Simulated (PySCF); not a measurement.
# CH₈N₂OSi₂ (SMILES CO[SiH]1N[SiH2]N1): what the fields show

Input

```
{"job": {"kind": "nmr", "xc": "PBE0", "basis": "pcSseg-1", "every": 1, "pop": false}, "charge": 0, "multiplicity": 1}
C      2.600959     0.451835    -0.027925
O      1.308713     0.505363     0.487822
Si     0.086528    -0.485330     0.130349
N     -1.260398    -0.243220     1.189508
Si    -2.407689     0.104371    -0.060997
N     -1.027332    -0.015847    -1.117096
H      3.239650     1.087080     0.587169
H      2.620466     0.814518    -1.058443
H      2.987810    -0.570321    -0.013243
H      0.533616    -1.873451     0.039263
H     -1.294606    -0.092785     2.178504
H     -3.003298     1.434763    -0.069098
H     -3.363574    -0.988263    -0.210261
H     -0.991461    -0.136218    -2.112176
```

Launched as:

```sh
OMP_NUM_THREADS=1 python ens_run.py task.json out
```

Geometry: GFN2-xTB, coordinate held.

Computed with PBE0/pcSseg-1, SCF density, gas phase, non-relativistic in PySCF 2.14.0.

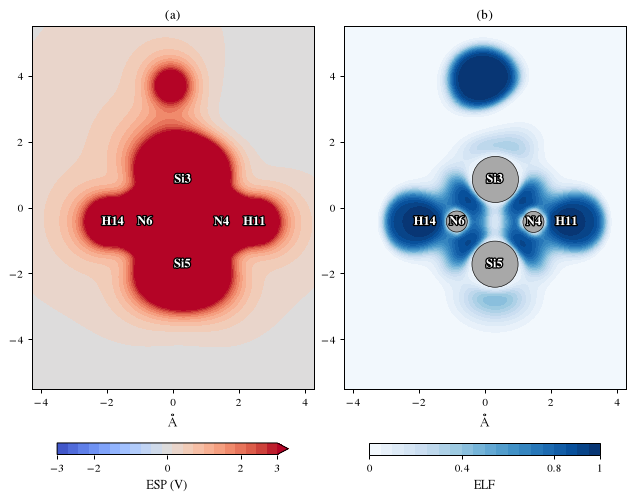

Figure 1. (a) molecular electrostatic potential; (b) electron localisation function on the plane of atoms Si3, N4 and Si5. Grey discs cover the atomic cores in the ELF map.

**Read the bonding off the picture.**

The plane passes through Si, N and H nuclei. Si–N (1.73 Å): the ELF peaks at about 0.90 between the atoms: a polar covalent bond. N–H (1.00 Å): the ELF climbs to about 1 towards the hydrogen, as it does in any bond to H; an ordinary covalent bond to hydrogen. The potential has no marked negative region in this plane.

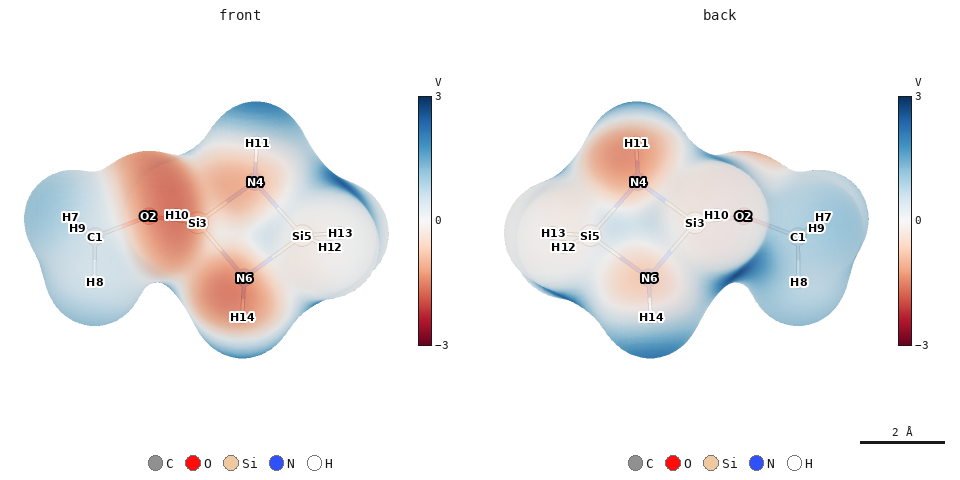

Figure 2. The electrostatic potential painted on the density surface at 0.004 e/bohr³, seen from the front and from behind; the colour scale runs from red (negative) to blue (positive).

**Which sites attract a positive test charge, and which a negative one?**

A positive charge is drawn to the negative regions and a negative charge to the positive ones. The most negative region (about −1.7 V, or −39 kcal/mol for a unit charge) lies over O2, the most positive (about +2.4 V, or +55 kcal/mol for a unit charge) over Si3 and Si5. O2 is the likeliest acceptor of a hydrogen bond.
